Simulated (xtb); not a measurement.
## Property calculation of Al2SF4

System: Al2SF4 ([(F)2Al]2S).
Method: GFN1-xTB, ALPB solvent nitromethane (xtb 6.7.1).

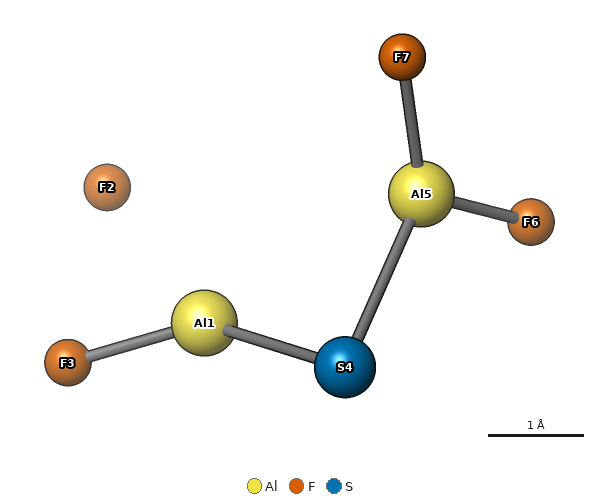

The structure as given in the input (ball-and-stick view, seen at a tilt; atoms are numbered from 1 in the order of the input). Sticks mark near contacts.

Key numbers:

```csv
quantity,value
outcome,converged
electrons treated,40
total energy,−27.091265 hartree
dispersion energy,−0.002353 hartree
solvation energy,−0.019469 hartree
basis functions,46
HOMO,−12.16 eV
LUMO,−11.09 eV
dipole moment,9.01 D
hardware,"1 thread of Arm Neoverse N1, 98 GiB of memory available, shared host"
peak memory,0.071 GiB
```

Settings chosen away from the usual ones: method = gfn1-xtb; task = lmo; x = {"guess": "gasteiger"}; geo = {"stretch": [4, 1, 2]}; partner = stretched; sm = ALPB; solvent = nitromethane.

The input (mol.coord):
```
$coord
     -2.420663576601      1.314701362163      0.324598256427  al
     -1.864571980181      4.218908059533     -3.801956997670  f
     -4.614484429201      3.339202753997     -0.461074277147  f
     -1.254400201527     -1.533456058350      2.998258366592  s
      1.916314571199     -1.321145328248      0.100590121614  al
      1.925914379912     -3.541025504108     -2.062749448597  f
      4.421448905571      0.292775268488      0.951080261263  f
$end
```

File xtb.inp:
```
$scc
   guess=gasteiger
$end
```

Launched with:
```bash
xtb mol.coord --alpb nitromethane --pop --gfn 1 --lmo -I xtb.inp | tee mol.out
```

Log:
```
* xtb version 6.7.1
   ID    Z sym.   atoms
    1   13 al     1, 5
    2    9 f      2, 3, 6, 7
    3   16 s      4

           -------------------------------------------------
          |                Calculation Setup                |
           -------------------------------------------------

          program call               : xtb mol.coord --alpb nitromethane --pop --gfn 1 --lmo -I xtb.inp
          coordinate file            : mol.coord
          omp threads                :                     1

molecular fragmentation (1/2 indicates fragments):
1211111
# atoms in fragment 1/2:     6     1
 fragment masses (1/2) :      143.02       19.00
CMA distance (Bohr)    :   6.523
constraining FC (au)   :  0.0500

using D3 CN
 sum q : -0.4440892D-15
 point charge moment (au)
     X       Y       Z
  -0.0524  -0.3882   0.5440  total (Debye):    1.704

           -------------------------------------------------
          |                 G F N 1 - x T B                 |
           -------------------------------------------------

      * Hamiltonian:
        H0-scaling (s, p, d)           1.850000    2.250000    2.000000
        zeta-weighting                 0.000000
      * Dispersion:
        s8                             2.400000
        a1                             0.630000
        a2                             5.000000
        s9                             0.000000
      * Repulsion:
        kExp                           1.500000
        rExp                           1.000000
      * Coulomb:
        alpha                          2.000000
        third order                    atomic
        anisotropic                    false
      * Halogen bond correction:
        rad-scale                      1.300000
        damping                        0.440000

      * Solvation model:               ALPB
        Solvent                        nitromethane
        Parameter file                 internal GFN1-xTB/ALPB
        Dielectric constant                3.6562E+01
        Reference state                gsolv [1 M gas/solution]
        Free energy shift                  5.5558E-03 Eh       3.4863E+00 kcal/mol
        Temperature                        2.9815E+02 K
        Density                            1.1400E+00 kg/L
        Solvent mass                       6.1040E+01 g/mol
        Interaction kernel             P16
        Born radius scaling (c1)           1.6806E+00
        Born radii integrator          GBOBC
        Born offset                        0.0000E+00 a0       0.0000E+00 AA
        H-bond correction              true
        Ion screening                  false
        Surface tension                    1.0000E-05 Eh       1.5569E+01 dyn/cm
        Grid points                               230 per atom

          ...................................................
          :                      SETUP                      :
          :.................................................:
          :  # basis functions                  46          :
          :  # atomic orbitals                  43          :
          :  # shells                           17          :
          :  # electrons                        40          :
          :  # halogen bonds                     0          :
          :  max. iterations                   250          :
          :  Hamiltonian                  GFN1-xTB          :
          :  restarted?                      false          :
          :  GBSA solvation                   true          :
          :  PC potential                    false          :
          :  electronic temp.          300.0000000     K    :
          :  accuracy                    1.0000000          :
          :  -> integral cutoff          0.2500000E+02      :
          :  -> integral neglect         0.1000000E-07      :
          :  -> SCF convergence          0.1000000E-05 Eh   :
          :  -> wf. convergence          0.2000000E-04 e    :
          :  Broyden damping             0.4000000          :
          :  net charge                          0          :
          :  unpaired electrons                  0          :
          ...................................................

 iter      E             dE          RMSdq      gap      omega  full diag
   1    -26.9193477 -0.269193E+02  0.658E+00    2.46       0.0  T
   2    -27.0046531 -0.853055E-01  0.544E+00    1.70       1.0  T
   3    -27.1135386 -0.108885E+00  0.265E+00    1.54       1.0  T
   4    -27.0138638  0.996748E-01  0.316E+00    0.43       1.0  T
   5    -27.1247427 -0.110879E+00  0.132E+00    1.46       1.0  T
   6    -27.1234189  0.132374E-02  0.842E-01    0.78       1.0  T
   7    -27.1317545 -0.833555E-02  0.490E-02    1.04       1.0  T
   8    -27.1317787 -0.241647E-04  0.165E-02    1.07       2.3  T
   9    -27.1317773  0.133978E-05  0.208E-02    1.07       1.8  T
  10    -27.1317805 -0.312980E-05  0.624E-03    1.06       6.1  T
  11    -27.1317808 -0.367570E-06  0.184E-03    1.06      20.5  T
  12    -27.1317808 -0.313428E-07  0.701E-05    1.06     539.4  T
  13    -27.1317808 -0.323155E-10  0.139E-05    1.06    2728.6  T

   *** convergence criteria satisfied after 13 iterations ***

         #    Occupation            Energy/Eh            Energy/eV
      -------------------------------------------------------------
         1        2.0000           -0.9562566             -26.0211
       ...           ...                  ...                  ...
        14        2.0000           -0.5531698             -15.0525
        15        2.0000           -0.5455670             -14.8456
        16        2.0000           -0.5316263             -14.4663
        17        2.0000           -0.5153281             -14.0228
        18        2.0000           -0.4546897             -12.3727
        19        2.0000           -0.4506917             -12.2639
        20        2.0000           -0.4467463             -12.1566 (HOMO)
        21                         -0.4076179             -11.0918 (LUMO)
        22                         -0.3605347              -9.8106
        23                         -0.2032483              -5.5307
        24                         -0.1649496              -4.4885
        25                         -0.1441316              -3.9220
       ...                                ...                  ...
        43                          1.2099212              32.9236
      -------------------------------------------------------------
                  HL-Gap            0.0391284 Eh            1.0647 eV
             Fermi-level           -0.4271746 Eh          -11.6240 eV

 localization/xTB-IFF output generation
 averaging CT terms over            3  occ. levels
 averaging CT terms over            1  virt. levels
 dipole moment (au) with gauge at origin
     X       Y       Z
   0.2161  -2.2751   2.7072  total (Debye):    9.005
cpu  time for init local
 initialization of trafo matrix to unity
iteration     50  convergence  0.16404991D-02
iteration    100  convergence  0.27664919D-03
iteration    150  convergence  0.57987694D-04
iteration    200  convergence  0.12757702D-04
iteration    250  convergence  0.28036941D-05

 converged in    279 iterations, threshold :   0.99981163D-06
 lmo centers(Z=2) and atoms on file <lmocent.coord>
 LMO Fii/eV  ncent    charge center   contributions...
    1 LP    -19.06   1.23  -2.66690  -2.90211   1.84682    4  S :  0.90
    2 LP    -19.06   1.23  -0.63386   0.22983   4.30064    4  S :  0.90
    3 LP    -17.63   1.10   5.52645   0.37662   0.01528    7  F :  0.95
    4 LP    -17.62   1.10   2.98849  -3.52298  -3.05017    6  F :  0.95
    5 LP    -17.61   1.11   4.05448   1.30575   1.92110    7  F :  0.95
    6 LP    -17.61   1.11   0.57921  -4.03255  -2.27701    6  F :  0.95
    7 LP    -17.55   1.12  -3.92794   4.51859  -1.00712    3  F :  0.95
    8 LP    -17.37   1.13  -5.34424   3.34969   0.87465    3  F :  0.94
    9 LP    -17.31   1.22   2.50911  -4.03683  -0.45609    6  F :  0.90    5  Al:  0.10
   10 LP    -17.31   1.22   4.27326  -1.32731   1.67354    7  F :  0.90    5  Al:  0.10
   11 LP    -17.30   1.16  -5.14149   2.23512  -1.49613    3  F :  0.92    1  Al:  0.07
   12 sigma -17.28   1.38   3.86724   0.23433   0.57412    7  F :  0.84    5  Al:  0.16
   13 sigma -17.28   1.38   1.82802  -2.89851  -1.88833    6  F :  0.84    5  Al:  0.16
   14 sigma -16.95   1.46  -4.05777   2.95352  -0.23709    3  F :  0.80    1  Al:  0.19
   15 sigma -16.47   1.88  -0.26294  -1.58727   2.24538    4  S :  0.68    5  Al:  0.27
   16 sigma -16.02   2.31  -1.61105  -0.32774   1.75470    4  S :  0.51    1  Al:  0.41
   17 LP    -14.37   1.07  -3.18959   3.55787  -4.21438    2  F :  0.97
   18 LP    -14.34   1.07  -2.02572   5.36047  -2.78573    2  F :  0.97
   19 LP    -14.25   1.05  -0.69613   4.15563  -4.67278    2  F :  0.98
   20 sigma -13.78   1.41  -1.70112   3.56091  -3.10376    2  F :  0.83    1  Al:  0.13
 files:
 coordprot.0/xtbscreen.xyz/xtblmoinfo/lmocent.coord
 with protonation site input, xtbdock and
 LMO center info written

 SCC (total)                   0 d,  0 h,  0 min,  0.029 sec
 SCC setup                      ...        0 min,  0.000 sec (  0.949%)
 Dispersion                     ...        0 min,  0.000 sec (  0.085%)
 classical contributions        ...        0 min,  0.000 sec (  0.028%)
 integral evaluation            ...        0 min,  0.003 sec ( 10.811%)
 iterations                     ...        0 min,  0.006 sec ( 21.597%)
 molecular gradient             ...        0 min,  0.005 sec ( 18.567%)
 printout                       ...        0 min,  0.014 sec ( 47.777%)

         :::::::::::::::::::::::::::::::::::::::::::::::::::::
         ::                     SUMMARY                     ::
         :::::::::::::::::::::::::::::::::::::::::::::::::::::
         :: total energy             -27.091265389654 Eh    ::
         :: w/o Gsasa/hb/shift       -27.088400859997 Eh    ::
         :: gradient norm              0.067380372587 Eh/a0 ::
         :: HOMO-LUMO gap              1.064737812629 eV    ::
         ::.................................................::
         :: SCC energy               -27.131780849880 Eh    ::
         :: -> electrostatic           0.144811777647 Eh    ::
         :: -> Gsolv                  -0.019468521372 Eh    ::
         ::    -> Gelec               -0.016603991715 Eh    ::
         ::    -> Gsasa               -0.008420366521 Eh    ::
         ::    -> Ghb                  0.000000000000 Eh    ::
         ::    -> Gshift               0.005555836864 Eh    ::
         :: repulsion energy           0.042868883197 Eh    ::
         :: dispersion energy         -0.002353422970 Eh    ::
         :: halogen bond corr.         0.000000000000 Eh    ::
         :: add. restraining           0.000000000000 Eh    ::
         :: total charge               0.000000000036 e     ::
         :::::::::::::::::::::::::::::::::::::::::::::::::::::

           -------------------------------------------------
          |                Property Printout                |
           -------------------------------------------------

    * Orbital Energies and Occupations

         #    Occupation            Energy/Eh            Energy/eV
      -------------------------------------------------------------
         1        2.0000           -0.9562566             -26.0211
       ...           ...                  ...                  ...
         8        2.0000           -0.5758093             -15.6686
         9        2.0000           -0.5706561             -15.5283
        10        2.0000           -0.5701845             -15.5155
        11        2.0000           -0.5607060             -15.2576
        12        2.0000           -0.5598150             -15.2333
        13        2.0000           -0.5594293             -15.2228
        14        2.0000           -0.5531698             -15.0525
        15        2.0000           -0.5455670             -14.8456
        16        2.0000           -0.5316263             -14.4663
        17        2.0000           -0.5153281             -14.0228
        18        2.0000           -0.4546897             -12.3727
        19        2.0000           -0.4506917             -12.2639
        20        2.0000           -0.4467463             -12.1566 (HOMO)
        21                         -0.4076179             -11.0918 (LUMO)
        22                         -0.3605347              -9.8106
        23                         -0.2032483              -5.5307
        24                         -0.1649496              -4.4885
        25                         -0.1441316              -3.9220
        26                         -0.1322702              -3.5993
        27                         -0.1201928              -3.2706
        28                         -0.1146992              -3.1211
        29                         -0.1073093              -2.9200
        30                         -0.0857424              -2.3332
        31                         -0.0781254              -2.1259
       ...                                ...                  ...
        43                          1.2099212              32.9236
      -------------------------------------------------------------
                  HL-Gap            0.0391284 Eh            1.0647 eV
             Fermi-level           -0.4271746 Eh          -11.6240 eV

  Mulliken/CM5 charges         n(s)   n(p)   n(d)
     1      0.67608  0.63671   1.041  0.777  0.507
     2     -0.50164 -0.50041   1.877  5.625  0.000
     3     -0.26739 -0.25124   1.773  5.494  0.000
     4     -0.02740  0.01091   1.886  4.151 -0.009
     5      0.72017  0.67203   0.818  0.931  0.531
     6     -0.29996 -0.28405   1.775  5.525  0.000
     7     -0.29987 -0.28395   1.775  5.525  0.000

Wiberg/Mayer (AO) data.
largest (>0.10) Wiberg bond orders for each atom

 ---------------------------------------------------------------------------
     #   Z sym  total        # sym  WBO       # sym  WBO       # sym  WBO
 ---------------------------------------------------------------------------
     1  13      3.222 --     4      1.208     3      1.125     2      0.611
                             5      0.265
     2   9      0.885 --     1      0.611     4      0.142
     3   9      1.280 --     1      1.125
     4  16      2.523 --     1      1.208     5      0.945     2      0.142
     5  13      3.497 --     7      1.108     6      1.108     4      0.945
                             1      0.265
     6   9      1.227 --     5      1.108
     7   9      1.227 --     5      1.108
 ---------------------------------------------------------------------------

Topologies differ in total number of bonds
Writing topology from bond orders to xtbtopo.mol

 dipole moment from electron density (au)
     X       Y       Z
   0.2161  -2.2751   2.7072  total (Debye):    9.005

           -------------------------------------------------
          | TOTAL ENERGY              -27.091265389654 Eh   |
          | GRADIENT NORM               0.067380372587 Eh/α |
          | HOMO-LUMO GAP               1.064737812629 eV   |
           -------------------------------------------------

------------------------------------------------------------------------
------------------------------------------------------------------------
 total:
 *  cpu-time:     0 d,  0 h,  0 min,  0.034 sec
 * ratio c/w:     0.927 speedup
 SCF:
 *  cpu-time:     0 d,  0 h,  0 min,  0.026 sec
 * ratio c/w:     0.907 speedup
```

File xtblmoinfo:
```
7
13       -2.4206635766        1.3147013622        0.3245982564  0.6760834151E+00
 9       -1.8645719802        4.2189080595       -3.8019569977 -0.5016383103E+00
 9       -4.6144844292        3.3392027540       -0.4610742771 -0.2673864828E+00
16       -1.2544002015       -1.5334560584        2.9982583666 -0.2740359202E-01
13        1.9163145712       -1.3211453282        0.1005901216  0.7201711868E+00
 9        1.9259143799       -3.5410255041       -2.0627494486 -0.2999566970E+00
 9        4.4214489056        0.2927752685        0.9510802613 -0.2998695197E+00
   20    3.54283055   -0.40761792   -0.45070921  -27.13178085
 2       -1.6958055496       -1.9611593485        2.6384334564
 2       -1.0604826212       -0.9824280739        3.4052510262
 2        4.7667608261        0.3189771175        0.6586438417
 2        2.2579689026       -3.5353863239       -2.3713197708
 2        4.3067712784        0.6093297005        1.2542126179
 2        1.5050704479       -3.6946260929       -2.1297056675
 2       -4.3999395370        3.7077617645       -0.6317123771
 2       -4.8425345421        3.3424804211       -0.0436599553
 2        2.1081628799       -3.6959638596       -1.5606673956
 2        4.3751387596       -0.2135022432        1.1768487692
 2       -4.7791748047        2.9941768646       -0.7845282555
 1        3.8672382832        0.2343269289        0.5741167068
 1        1.8280229568       -2.8985052109       -1.8883340359
 1       -4.0577697754        2.9535233974       -0.2370857596
 1       -0.2629374266       -1.5872665644        2.2453806400
 1       -1.6110504866       -0.3277437091        1.7547008991
 2       -2.2786409855        4.0123329163       -3.9308395386
 2       -1.9149320126        4.5756459236       -3.4843845367
 2       -1.4994345903        4.1991348267       -4.0740904808
 1       -1.7011163235        3.5609061718       -3.1037604809
  0.031233  0.928495  0.020885  0.014916  0.003487  0.000494  0.000490
  0.314654  0.123234  0.069338  0.383186  0.084567  0.012532  0.012489
```

Standard error:
```
normal termination of xtb
```

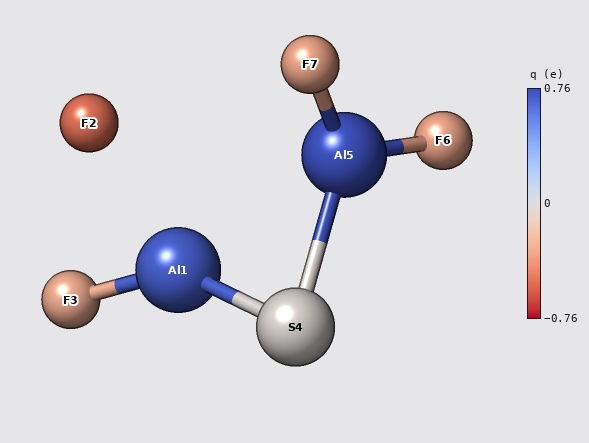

Mulliken charges, as the colour of each atom (ball-and-stick view, seen at a tilt; atoms are numbered from 1 in the order of the input). By element: Al +0.68 to +0.72, F −0.50 to −0.27 and S −0.03 e.
